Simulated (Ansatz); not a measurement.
# Si2N2H8 (SMILES N[SiH2][SiH2]N): CCSD/6-31G(d) (spherical functions)

Aim: the vertical ionisation energy of Si2N2H8 at CCSD/6-31G* (spherical functions), from 2 runs. 

Program for the calculation: Ansatz 0.2.0.

41 further runs of the same task are left out: 41 set aside as unsound or not needed. Runs told in other sessions of the task aren't counted.

**1. The system as given**

Si2N2H8 has 12 atoms, charge 0, and is taken as a singlet. SMILES: `N[SiH2][SiH2]N`. The coordinates come from a PBE0-D4/def2-TZVP relaxation. This is one conformer, not always the lowest.

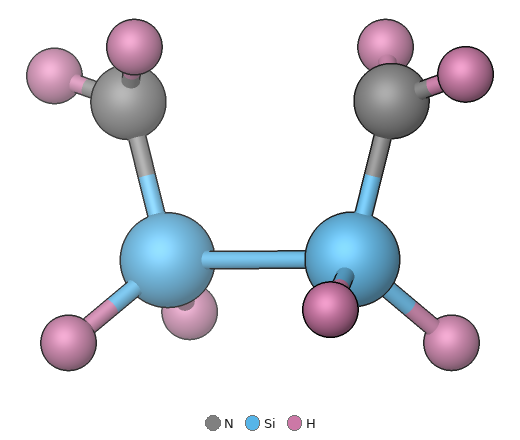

Viewed from a chosen angle; nitrogen grey, silicon blue, hydrogen pink.

**2. The energy at CCSD/6-31G(d) (spherical functions)**

Input file job.yaml:

```yaml
crystal:
  periodic: [false, false, false]
  atoms:
    - symbol: "N"
      position_ang: [-1.097900, 1.361200, -0.600700]
    - symbol: Si
      position_ang: [0.237500, 1.274800, 0.494900]
    - symbol: Si
      position_ang: [0.906400, -0.977600, 0.422600]
    - symbol: N
      position_ang: [-0.305600, -1.754400, -0.535700]
    - symbol: H
      position_ang: [-1.011200, 0.880200, -1.483000]
    - symbol: H
      position_ang: [-1.608700, 2.223300, -0.711100]
    - symbol: H
      position_ang: [1.390800, 2.179400, 0.189700]
    - symbol: H
      position_ang: [-0.252100, 1.681300, 1.841800]
    - symbol: H
      position_ang: [1.090200, -1.519500, 1.806200]
    - symbol: H
      position_ang: [2.216100, -1.161900, -0.262900]
    - symbol: H
      position_ang: [-1.268400, -1.510600, -0.360100]
    - symbol: H
      position_ang: [-0.219800, -2.731700, -0.767700]
basis:
  gaussian: {orbitals: 6-31G_st_-spherical.json}
scf: {omitted_lower_state_checks: [cluster_reference, increment]}
accuracy: high
correlation: {method: ccsd, frozen_orbitals: {H: 0, "N": 1, Si: 5}}
```

The basis set 6-31G* is read from a file made from the Basis Set Exchange's data (not shown).

On the command line:

```
$ ansatz run job.yaml --threads 1 --pin off --max-ram 2610MiB --events-out events.jsonl --progress --plain --runs-dir runs
```

The log of the run, shortened:

```text
Warning: RAYON_NUM_THREADS=1 ignored (pool sized by the plan → 1); use --threads N
Functional definition: HF
  name "HF"
[...]
1921 factors; integrals over basis functions are off by at most 3.9e-9 eV
[...]
mean field -18814.35442155 eV, -691.4147721645 hartree, gradient 3.6e-8 eV, S^2 0.000000; 0 other end points of the search recorded, 0 dependent functions left out
12 core orbitals not correlated: weight in the atoms' cores, before any rotation towards them, 1.000 or more for the frozen orbitals, at most 0.000 for the correlated occupied ones
reference -18814.35442155 eV, -691.4147721645 hartree; 13, 13 occupied and 55, 55 virtual orbitals, 1921 factors
second order -13.16742004 eV of doubles, -0.00000000 eV of singles
cycle   1  -14.08402283 eV  change   -9.2e-1 eV  update   8.7e-2
[...]
cycle  20  -14.60674914 eV  change   7.3e-11 eV  update   2.8e-9
Total energy: -18828.96117069 eV, -691.9515602948 hartree
Checks for a lower state left out: cluster_reference, increment
```

Wall time 8.1 s (1 thread of Intel Xeon 6975P-C (Granite Rapids), shared host); peak memory 0.41 GiB.

**3. The doublet cation**

Input file input.yaml:

```yaml
basis:
  gaussian:
    orbitals: 6-31G_st_-spherical.json
crystal:
  periodic: [false, false, false]
  atoms:
    - symbol: "N"
      position_ang: [-1.097900, 1.361200, -0.600700]
    - symbol: Si
      position_ang: [0.237500, 1.274800, 0.494900]
    - symbol: Si
      position_ang: [0.906400, -0.977600, 0.422600]
    - symbol: "N"
      position_ang: [-0.305600, -1.754400, -0.535700]
    - symbol: H
      position_ang: [-1.011200, 0.880200, -1.483000]
    - symbol: H
      position_ang: [-1.608700, 2.223300, -0.711100]
    - symbol: H
      position_ang: [1.390800, 2.179400, 0.189700]
    - symbol: H
      position_ang: [-0.252100, 1.681300, 1.841800]
    - symbol: H
      position_ang: [1.090200, -1.519500, 1.806200]
    - symbol: H
      position_ang: [2.216100, -1.161900, -0.262900]
    - symbol: H
      position_ang: [-1.268400, -1.510600, -0.360100]
    - symbol: H
      position_ang: [-0.219800, -2.731700, -0.767700]
total_charge: 1
magnetization:
  spin_polarized: true
  initial_magnetization: 1
correlation:
  method: ccsd
  frozen_orbitals: {H: 0, "N": 1, Si: 5}
accuracy: high
scf:
  omitted_lower_state_checks: [cluster_reference, increment]
```

The basis set 6-31G* is read from a file made from the Basis Set Exchange's data (not shown).

On the command line:

```
$ ansatz run input.yaml --threads 1 --pin off --max-ram 2610MiB --events-out events.jsonl --progress --plain --runs-dir runs
```

The log of the run, shortened:

```text
Warning: RAYON_NUM_THREADS=1 ignored (pool sized by the plan → 1); use --threads N
Functional definition: HF
  name "HF"
[...]
1920 factors; integrals over basis functions are off by at most 3.9e-9 eV
[...]
mean field -18805.94015884 eV, -691.1055537133 hartree, gradient 2.3e-8 eV, S^2 0.764487; 10 other end points of the search recorded, 0 dependent functions left out
12 core orbitals not correlated: weight in the atoms' cores, before any rotation towards them, 1.000 or more for the frozen orbitals, at most 0.000 for the correlated occupied ones
reference -18805.94015884 eV, -691.1055537133 hartree; 13, 12 occupied and 55, 56 virtual orbitals, 1920 factors
second order -12.13176309 eV of doubles, -0.00000000 eV of singles
cycle   1  -13.22491190 eV  change    -1.1e0 eV  update   1.0e-1
[...]
cycle  42  -13.95070660 eV  change  -9.2e-10 eV  update  5.1e-10
Total energy: -18819.89086544 eV, -691.6182327248 hartree
Checks for a lower state left out: cluster_reference, increment
```

Wall time 40 s (1 thread of Intel Xeon 6975P-C (Granite Rapids), shared host); peak memory 0.69 GiB.

**4. Results**

Level: CCSD/6-31G* (spherical functions), 12 core orbitals frozen.

| quantity | value |
| --- | --- |
| singlet Si2N2H8: total energy | -691.95156 Eh |
| singlet Si2N2H8: correlation energy (12 core orbitals frozen) | -536.8 mEh |
| singlet Si2N2H8: T1 diagnostic | 0.011 |
| doublet cation: total energy | -691.61823 Eh |
| doublet cation: correlation energy (12 core orbitals frozen) | -512.7 mEh |
| doublet cation: ⟨S²⟩ of the reference determinant | 0.764 |
| doublet cation: T1 diagnostic | 0.071 |
| vertical ionisation energy (to the doublet cation) | 9.070 eV |

What this shows: The vertical ionisation energy comes to 9.07 eV (209 kcal/mol). The T1 diagnostic (doublet cation) of 0.071 is above the customary mark for such species, so a single reference may not serve.
